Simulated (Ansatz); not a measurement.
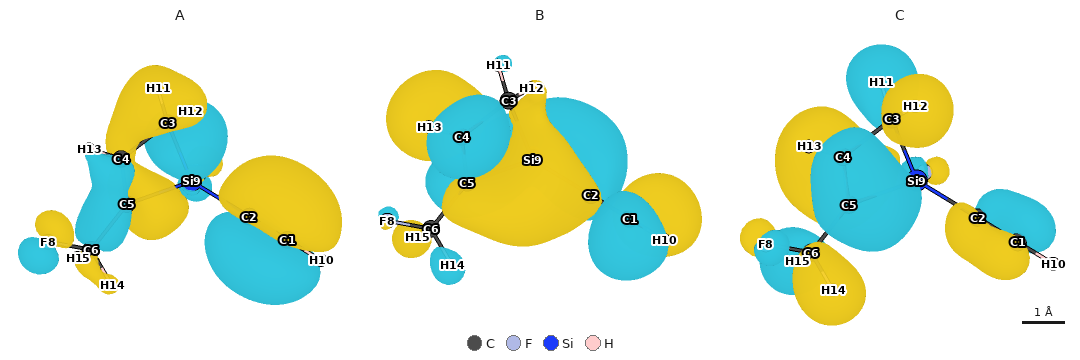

Figure. C$_{6}$H$_{6}$F$_{2}$Si. Three frontier orbitals at ±0.06 Å⁻³ᐟ² (yellow and cyan are the two phases), in no order.

Geometry: B3LYP/def2-SVP.

Computed with Ansatz 0.2.0, isolated molecule in a Gaussian basis; Kohn-Sham density functional theory, functional PBE0.

Input file:

```
crystal:
  periodic: [false, false, false]
  atoms:
    - {symbol: C, position_ang: [-3.464206, 0.494761, -2.981399]}
    - {symbol: C, position_ang: [-2.646790, -0.238885, -2.455696]}
    - {symbol: C, position_ang: [-1.823604, -2.011346, 0.082926]}
    - {symbol: C, position_ang: [-0.674427, -1.098488, 0.512976]}
    - {symbol: C, position_ang: [-0.126562, -0.513005, -0.579829]}
    - {symbol: C, position_ang: [1.013275, 0.439757, -0.635214]}
    - {symbol: F, position_ang: [-0.925219, -2.391287, -2.757470]}
    - {symbol: F, position_ang: [1.512153, 0.712347, 0.625293]}
    - {symbol: Si, position_ang: [-1.423776, -1.322961, -1.630854]}
    - {symbol: H, position_ang: [-4.186717, 1.140472, -3.447956]}
    - {symbol: H, position_ang: [-1.620631, -3.084214, 0.238717]}
    - {symbol: H, position_ang: [-2.798566, -1.772969, 0.539016]}
    - {symbol: H, position_ang: [-0.358344, -0.935019, 1.551718]}
    - {symbol: H, position_ang: [0.698199, 1.392454, -1.100737]}
    - {symbol: H, position_ang: [1.832425, 0.026873, -1.253242]}
basis:
  gaussian: {orbitals: def2-SVPD}
hamiltonian: {xc: {name: PBE0}}
output: {forces: true, orbitals: {seedname: orbitals}}
```

Command:

```sh
ansatz run input.yaml --threads 4 --pin off --max-ram 7830MiB --events-out events.jsonl --progress --plain --runs-dir runs
```

> Order the three orbitals by energy and name them.

A is the HOMO−1 (−8.47 eV). Its weight (Hirshfeld) is mainly on C1 (about 30 %), C2 (about 25 %), C3 (about 15 %), Si9 (about 10 %) and C5 (about 5 %). C is the HOMO (−7.86 eV). It lies mainly on C4 (about 30 %), C5 (about 30 %), C3 (about 5 %) and C6 (about 5 %). B is the LUMO (−0.91 eV). By Hirshfeld shares it lies mainly on C4 (about 20 %), Si9 (about 20 %), C1 (about 15 %), C5 (about 15 %) and C2 (about 10 %).

> What is the HOMO–LUMO gap?

6.95 eV between the orbital energies.
